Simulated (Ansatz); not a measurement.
# Ruthenium, dhcp under PBE: structure, energy and stiffness, part 2 of 2

The plan for ruthenium in the dhcp structure: relax it, solve it on a dense k-mesh, then scale the cell to 7 volumes from 88 to 112 % of the relaxed one and try a fit of the equation of state. Spin polarisation is left out. The k-meshes are 13×13×4 for the relaxation; 18×18×5 for the dense run; 15×15×4 for the volumes.

Ansatz 0.2.0; DFT, PBE, plane waves (420 eV) with PAW, scalar-relativistic. The steps go on from the part before.

## 6. Equation of state: 96 %

The input, input.yaml:

```yaml
crystal:
  lattice:
    - [2.6734666428, 0.0, 0.0]
    - [-1.3367333214, 2.3152900289, 0.0]
    - [0.0, 0.0, 8.5831364932]
  atoms:
    - { symbol: Ru, position: [1.0, 1.0, 0.0] }
    - { symbol: Ru, position: [1.0, 1.0, 0.5] }
    - { symbol: Ru, position: [0.3333333333, 0.6666666667, 0.25] }
    - { symbol: Ru, position: [0.6666666667, 0.3333333333, 0.75] }
hamiltonian:
  xc: pbe
  pseudopotentials:
    kind: paw
    azcp:
      Ru: "pseudopotentials/Ru.paw.azcp"
basis:
  ecutwfc: 420
  fft_grid_basis: typed
kpoints:
  mp_grid: { grid: [15, 15, 4], shift: [0, 0, 0] }
magnetization:
  spin_polarized: false
scf:
  occupations: { method: fermi_dirac, width: 0.1 }
  lower_state_search: "off"
output:
  stress: true
  write_density: true
  write_potential: true
  elf: true
  volumetric_format: npy
```

Command:

```
> ansatz run input.yaml --threads 1 --pin off --max-ram 3584MiB --backend cpu --events-out ev --progress --plain --runs-dir out
```

Standard output, cut to the lines that bear on the results:

```text
[...]
Pseudopotentials: kind: paw
Pseudopotential: Ru, paw, valence charge 16, recommended cutoff 420 eV (normal), <dir>
Functional definition: PBE
[...]
Crystal: 4 atoms, lattice volume = 53.128 Å³
Basis set: ecut = 420 eV, 1067 PW (Γ)
Bands: 39, of which v1, the nominal top of the filled ones, is band 32 counted from 1 (31 counted from 0)
Symmetry: 24 space group operations
Space group: P63/mmc (ITA 194), of the structure as read, at distance tolerance 3.8e-5 Å
k-points: 81 of 900
[...]
SCF iter   1: F=—  HF=-23514.418116 eV  |F-HF|=—  |Δ(HF+E_count)|=         —  Δρ=8.75e-3  dr2=1.65e-2  ethr=1.77e-3  ⟨swp⟩=5.5  Hψ=11436  notcnv=0
[...]
SCF iter   6: F=-23514.420784 eV  HF=-23514.420784 eV  |F-HF|=1.81e-9  |Δ(HF+E_count)|=   3.85e-8  Δρ=6.06e-6  dr2=1.30e-8  ethr=1.56e-10  ⟨swp⟩=8.2  Hψ=20746  notcnv=0
[...]
SCF converged after 6 iterations
Free energy (F): -23514.420784 eV
[...]
E sigma→0 (E₀):  -23514.354302 eV
Entropy (-TS):   -0.132965 eV (-33.241 meV/atom)
Fermi energy:    24.147078 eV
[...]
--- Stress (GPa, compression-positive) ---
       13.041548      -0.000000       0.000000
        0.000000      13.041548       0.000000
        0.000000       0.000000      14.843301
  P = ⅓ Tr σ = 13.6421 GPa (136.421 kbar)
--- Band table (eV; the first three rows and the last of 81) ---
[...]
```

Wall time 13 s (1 thread of Intel Xeon Platinum 8259CL at 2.50GHz (Skylake/Cascade Lake), shared host); peak memory 0.57 GiB.

## 7. Equation of state: 100 %

input.yaml: that of step 6 with these lines changed.

```diff
@@ -2,5 +2,5 @@
   lattice:
-    - [2.6734666428, 0.0, 0.0]
-    - [-1.3367333214, 2.3152900289, 0.0]
-    - [0.0, 0.0, 8.5831364932]
+    - [2.710094025, 0.0, 0.0]
+    - [-1.3550470125, 2.3470102723, 0.0]
+    - [0.0, 0.0, 8.7007283179]
   atoms:
@@ -28,5 +28 @@
   stress: true
-  write_density: true
-  write_potential: true
-  elf: true
-  volumetric_format: npy
```

Command:

```
> ansatz run input.yaml --threads 1 --pin off --max-ram 3584MiB --backend cpu --events-out ev --progress --plain --runs-dir out
```

Standard output, cut to the lines that bear on the results:

```text
[...]
[... 3 set-up lines as earlier in the session ...]
[...]
Crystal: 4 atoms, lattice volume = 55.342 Å³
Basis set: ecut = 420 eV, 1091 PW (Γ)
Bands: 39, of which v1, the nominal top of the filled ones, is band 32 counted from 1 (31 counted from 0)
[... 2 set-up lines as earlier in the session ...]
k-points: 81 of 900
[...]
SCF iter   1: F=—  HF=-23514.505930 eV  |F-HF|=—  |Δ(HF+E_count)|=         —  Δρ=8.32e-3  dr2=1.29e-2  ethr=1.77e-3  ⟨swp⟩=5.1  Hψ=10724  notcnv=0
[...]
SCF iter   6: F=-23514.510278 eV  HF=-23514.510278 eV  |F-HF|=1.28e-9  |Δ(HF+E_count)|=   7.33e-9  Δρ=5.73e-6  dr2=1.12e-8  ethr=1.56e-10  ⟨swp⟩=4.0  Hψ=11090  notcnv=0
[...]
SCF converged after 6 iterations
Free energy (F): -23514.510278 eV
[...]
E sigma→0 (E₀):  -23514.439406 eV
Entropy (-TS):   -0.141743 eV (-35.436 meV/atom)
Fermi energy:    22.969112 eV
[...]
--- Stress (GPa, compression-positive) ---
       -0.542569       0.000000       0.000000
       -0.000000      -0.542569       0.000000
        0.000000       0.000000       0.631051
  P = ⅓ Tr σ = -0.1514 GPa (-1.514 kbar)
```

Run time: 10 s. Hardware: 1 thread of Intel Xeon Platinum 8259CL at 2.50GHz (Skylake/Cascade Lake), shared host; peak memory 0.57 GiB.

## 8. Equation of state: 104 %

input.yaml: that of step 7 with these lines changed.

```diff
@@ -2,5 +2,5 @@
   lattice:
-    - [2.710094025, 0.0, 0.0]
-    - [-1.3550470125, 2.3470102723, 0.0]
-    - [0.0, 0.0, 8.7007283179]
+    - [2.7457572467, 0.0, 0.0]
+    - [-1.3728786234, 2.3778955283, 0.0]
+    - [0.0, 0.0, 8.8152247153]
   atoms:
```

Command:

```
> ansatz run input.yaml --threads 1 --pin off --max-ram 3584MiB --backend cpu --events-out ev --progress --plain --runs-dir out
```

Standard output, cut to the lines that bear on the results:

```text
[...]
[... 3 set-up lines as earlier in the session ...]
[...]
Crystal: 4 atoms, lattice volume = 57.556 Å³
Basis set: ecut = 420 eV, 1127 PW (Γ)
Bands: 39, of which v1, the nominal top of the filled ones, is band 32 counted from 1 (31 counted from 0)
[... 1 set-up line as earlier in the session ...]
Space group: P63/mmc (ITA 194), of the structure as read, at distance tolerance 3.9e-5 Å
k-points: 81 of 900
[...]
SCF iter   1: F=—  HF=-23514.424438 eV  |F-HF|=—  |Δ(HF+E_count)|=         —  Δρ=7.92e-3  dr2=1.05e-2  ethr=1.77e-3  ⟨swp⟩=4.8  Hψ=10069  notcnv=0
[...]
SCF iter   6: F=-23514.429912 eV  HF=-23514.429912 eV  |F-HF|=6.91e-11  |Δ(HF+E_count)|=   4.60e-8  Δρ=5.24e-6  dr2=8.46e-9  ethr=1.56e-10  ⟨swp⟩=4.0  Hψ=10205  notcnv=0
[...]
SCF converged after 6 iterations
Free energy (F): -23514.429912 eV
[...]
E sigma→0 (E₀):  -23514.354539 eV
Entropy (-TS):   -0.150746 eV (-37.686 meV/atom)
Fermi energy:    21.879749 eV
[...]
--- Stress (GPa, compression-positive) ---
      -11.271657       0.000000       0.000000
        0.000000     -11.271657       0.000000
        0.000000       0.000000     -10.613674
  P = ⅓ Tr σ = -11.0523 GPa (-110.523 kbar)
```

It took 9.7 s on 1 thread of Intel Xeon Platinum 8259CL at 2.50GHz (Skylake/Cascade Lake), shared host; peak memory 0.58 GiB.

## 9. Equation of state: 108 %

input.yaml: that of step 8 with these lines changed.

```diff
@@ -2,5 +2,5 @@
   lattice:
-    - [2.7457572467, 0.0, 0.0]
-    - [-1.3728786234, 2.3778955283, 0.0]
-    - [0.0, 0.0, 8.8152247153]
+    - [2.7805173576, 0.0, 0.0]
+    - [-1.3902586788, 2.4079986674, 0.0]
+    - [0.0, 0.0, 8.9268216853]
   atoms:
```

Command:

```
> ansatz run input.yaml --threads 1 --pin off --max-ram 3584MiB --backend cpu --events-out ev --progress --plain --runs-dir out
```

Standard output, cut to the lines that bear on the results:

```text
[...]
[... 3 set-up lines as earlier in the session ...]
[...]
Crystal: 4 atoms, lattice volume = 59.769 Å³
Basis set: ecut = 420 eV, 1169 PW (Γ)
Bands: 39, of which v1, the nominal top of the filled ones, is band 32 counted from 1 (31 counted from 0)
[... 2 set-up lines as earlier in the session ...]
k-points: 81 of 900
[...]
SCF iter   1: F=—  HF=-23514.210037 eV  |F-HF|=—  |Δ(HF+E_count)|=         —  Δρ=7.55e-3  dr2=9.17e-3  ethr=1.77e-3  ⟨swp⟩=4.6  Hψ=9982  notcnv=0
[...]
SCF iter   6: F=-23514.215526 eV  HF=-23514.215526 eV  |F-HF|=1.22e-9  |Δ(HF+E_count)|=   6.28e-8  Δρ=5.28e-6  dr2=8.16e-9  ethr=1.56e-10  ⟨swp⟩=4.0  Hψ=10103  notcnv=0
[...]
SCF converged after 6 iterations
Free energy (F): -23514.215526 eV
[...]
E sigma→0 (E₀):  -23514.135543 eV
Entropy (-TS):   -0.159966 eV (-39.992 meV/atom)
Fermi energy:    20.869604 eV
[...]
--- Stress (GPa, compression-positive) ---
      -19.715682      -0.000000       0.000000
        0.000000     -19.715682       0.000000
        0.000000       0.000000     -19.479162
  P = ⅓ Tr σ = -19.6368 GPa (-196.368 kbar)
```

It took 10 s on 1 thread of Intel Xeon Platinum 8259CL at 2.50GHz (Skylake/Cascade Lake), shared host; peak memory 0.58 GiB.

## 10. Equation of state: 112 %

input.yaml: that of step 9 with these lines changed.

```diff
@@ -2,5 +2,5 @@
   lattice:
-    - [2.7805173576, 0.0, 0.0]
-    - [-1.3902586788, 2.4079986674, 0.0]
-    - [0.0, 0.0, 8.9268216853]
+    - [2.8144294481, 0.0, 0.0]
+    - [-1.407214724, 2.4373673992, 0.0]
+    - [0.0, 0.0, 9.0356960945]
   atoms:
```

Command:

```
> ansatz run input.yaml --threads 1 --pin off --max-ram 3584MiB --backend cpu --events-out ev --progress --plain --runs-dir out
```

Standard output, cut to the lines that bear on the results:

```text
[...]
[... 3 set-up lines as earlier in the session ...]
[...]
Crystal: 4 atoms, lattice volume = 61.983 Å³
Basis set: ecut = 420 eV, 1231 PW (Γ)
Bands: 39, of which v1, the nominal top of the filled ones, is band 32 counted from 1 (31 counted from 0)
[... 1 set-up line as earlier in the session ...]
Space group: P63/mmc (ITA 194), of the structure as read, at distance tolerance 4.0e-5 Å
k-points: 81 of 900
[...]
SCF iter   1: F=—  HF=-23513.890474 eV  |F-HF|=—  |Δ(HF+E_count)|=         —  Δρ=7.18e-3  dr2=8.43e-3  ethr=1.77e-3  ⟨swp⟩=4.6  Hψ=9944  notcnv=0
[...]
SCF iter   6: F=-23513.895854 eV  HF=-23513.895854 eV  |F-HF|=1.11e-9  |Δ(HF+E_count)|=   7.25e-8  Δρ=6.00e-6  dr2=1.45e-8  ethr=1.56e-10  ⟨swp⟩=4.0  Hψ=10054  notcnv=0
[...]
SCF converged after 6 iterations
Free energy (F): -23513.895854 eV
[...]
E sigma→0 (E₀):  -23513.811147 eV
Entropy (-TS):   -0.169415 eV (-42.354 meV/atom)
Fermi energy:    19.930580 eV
[...]
--- Stress (GPa, compression-positive) ---
      -26.323049       0.000000      -0.000000
        0.000000     -26.323049      -0.000000
       -0.000000      -0.000000     -26.431065
  P = ⅓ Tr σ = -26.3591 GPa (-263.591 kbar)
```

It took 11 s on 1 thread of Intel Xeon Platinum 8259CL at 2.50GHz (Skylake/Cascade Lake), shared host; peak memory 0.59 GiB.

## 11. The equation of state

The cell was scaled evenly, with its shape and the fractional positions fixed.

```
V (Å³/atom)  E − E₀ (meV/atom)  P from the stress (GPa)  P from the fit (GPa)
     12.175              239.0                    53.05                 52.86
     12.729               96.2                    31.06                 30.74
     13.282               21.3                    13.64                 13.31
     13.836                0.0                    -0.15                 -0.47
     14.389               21.2                   -11.05                -11.36
     14.942               75.9                   -19.64                -19.97
     15.496              157.0                   -26.36                -26.77
```

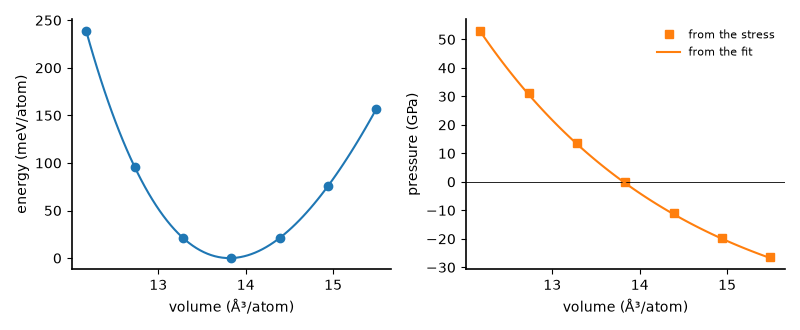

Energy and pressure against volume; the lines are the Birch-Murnaghan fit.

Fit (Birch-Murnaghan, third order): V₀ = 13.815 Å³/atom, B₀ = 308 GPa, B₀′ = 4.9, largest residual 0.07 meV/atom.

The fit is made to E(σ → 0), while the stress belongs to the free energy F; that is one source of the offset between the two pressures.

## 12. Outcome

The summary covers parts 1 to 2.

```
                      quantity                                   value
space group (spins left aside)                      P6_3/mmc (No. 194)
             conventional cell  a = 2.710 Å, c = 8.701 Å (c/a = 3.210)
                        volume                          13.836 Å³/atom
             shortest distance                                 2.679 Å
               gap on the mesh            none (levels filled in part)
               relative to hcp                            +82 meV/atom
                   V₀, B₀, B₀′            13.815 Å³/atom, 308 GPa, 4.9
```

In words: From the guessed start the volume grew by 2.1 % in 5 steps. It lies 82 meV/atom above the element's reference form at the same level (hcp, from a run of its own). Levels at the Fermi energy are filled in part, as in a metal. B₀ comes out at 308 GPa, among the stiffest elements; letting shape and positions relax at each volume could only lower it. Relaxation kept the symmetry; phonons were not checked.
